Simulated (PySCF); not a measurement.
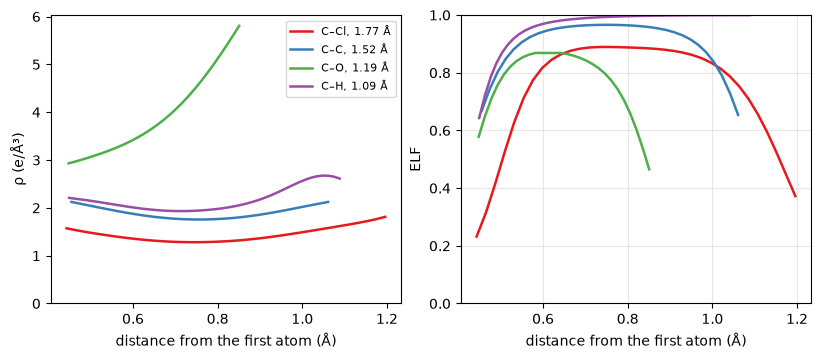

*C4H5ClO2. Electron density and ELF along straight lines between neighbouring atoms. The curves leave out the atomic cores.*

Geometry: GFN2-xTB.

Computed with PBE0/pcSseg-1, SCF density, gas phase, non-relativistic in PySCF 2.14.0.

```xyz
12

O     2.6993    0.2121    0.4959
C     1.6431    0.6454    0.1459
C     0.5780   -0.1713   -0.5579
O    -0.4174    0.6265   -1.1950
C    -1.4390    0.2096   -0.2868
C    -0.4805   -0.7705    0.3911
Cl   -0.2053   -0.5208    2.1235
H     1.3379    1.6939    0.3115
H     1.0454   -0.8896   -1.2400
H    -1.7777    1.0303    0.3501
H    -2.2903   -0.2392   -0.8033
H    -0.6923   -1.8272    0.2392
```

What can be read from the curves?

Answer. C–Cl (1.77 Å): ρ at the midpoint is about 1.3 e/Å³; the ELF peaks at about 0.90 between the atoms; a shared electron pair.
C–C (1.52 Å): the density is about 1.8 e/Å³ at the midpoint; the ELF peaks at about 0.95 between the atoms, as expected for a covalent bond.
C–O (1.19 Å): ρ is about 3.4 e/Å³ halfway; the ELF peaks at about 0.85 between the atoms: a multiple bond.
C–H (1.09 Å): ρ is about 2.1 e/Å³ halfway; the ELF climbs to about 1 towards the hydrogen, as it does in any bond to H; an ordinary covalent bond to hydrogen.
